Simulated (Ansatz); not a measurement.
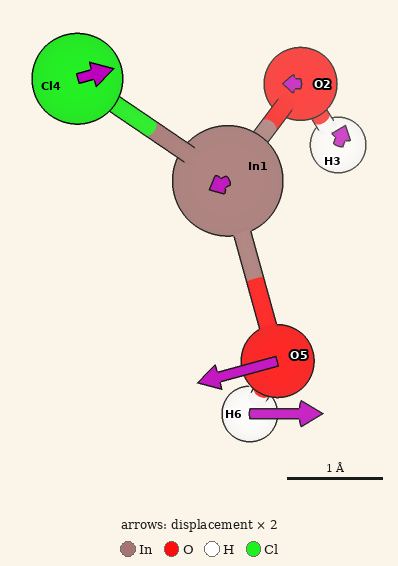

A relaxation of InH$_{2}$O$_{2}$Cl. The starting structure is drawn; purple arrows show the displacements, 2 times their true length. The two geometries are superimposed by the best rigid fit.

A ball-and-stick model, seen from a free direction.

The run prepares the start of a later molecular dynamics calculation, from a guessed geometry.

Computed with Ansatz 0.2.0, RKS B3LYP-D4/def2-SVP.

Input
```yaml
crystal:
  periodic: [false, false, false]
  atoms:
    - { symbol: In, position_ang: [0.0, 0.0, 0.0] }
    - { symbol: O, position_ang: [0.0, 0.0, 1.99] }
    - { symbol: H, position_ang: [-0.9095, -0.2814, 2.3271] }
    - { symbol: Cl, position_ang: [2.113, 0.0, -1.22] }
    - { symbol: O, position_ang: [-1.7233, 0.0, -0.995] }
    - { symbol: H, position_ang: [-2.233, -0.8467, -0.7865] }
basis:
  gaussian: { orbitals: def2-SVP }
hamiltonian:
  xc: b3lyp
  dispersion: d4
relax:
  f_tol: 0.02
  max_steps: 40
```

Run as
```bash
ansatz run input.yaml --threads 2 --pin off --max-ram 3072MiB --backend cpu --events-out ev --progress --plain --runs-dir out
```

Q: What did the optimiser do to the structure, and how much energy did it gain?

A: The atom that moves furthest after the best rigid fit is O5 (0.44 Å). Largest moves by element: O 0.44 Å, H 0.40 Å, Cl 0.21 Å, In 0.13 Å. Near-neighbour distances that change, for instance: In1–Cl4 2.440 → 2.339 Å, O2–H3 1.010 → 0.968 Å, In1–O2 1.990 → 2.000 Å. Among the angles between lasting bonds that change: O2–In1–O5 120.0° → 127.6°, O2–In1–Cl4 120.0° → 116.2°, In1–O5–H6 109.5° → 112.6°. Groups turn about In1–O5 by about 60°. The energy falls by 5.01 kcal/mol in 7 geometry steps. The largest force component goes from 1.6 to 0.0051 eV/Å.
